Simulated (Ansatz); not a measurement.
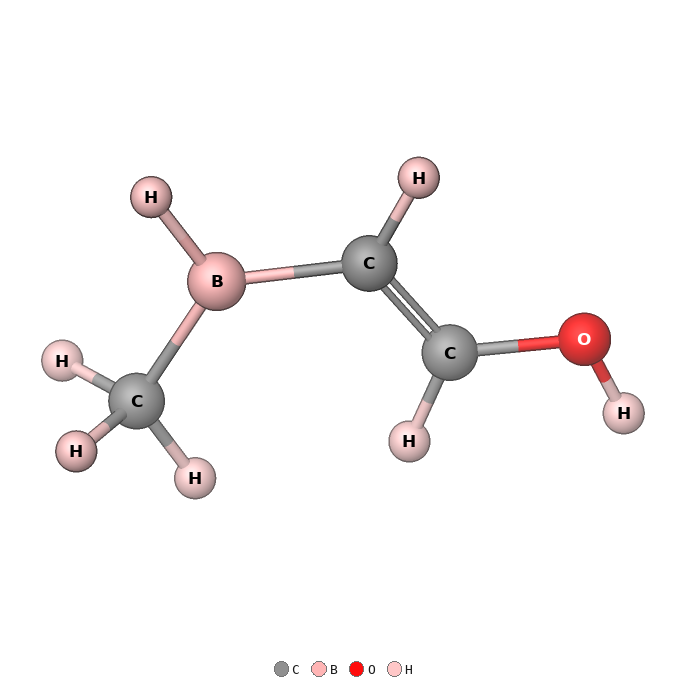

Depth is shown by fading: the farther an atom, the more it takes the colour of the background. Computed geometry: PBE0-D4/def2-TZVP optimisation. No frequency run is at hand to confirm it as a minimum.

List the symmetry elements and name the point group.

It has 1 mirror plane, so the point group is Cs. The group has 2 operations. The geometry is achiral, and symmetry allows a dipole moment.
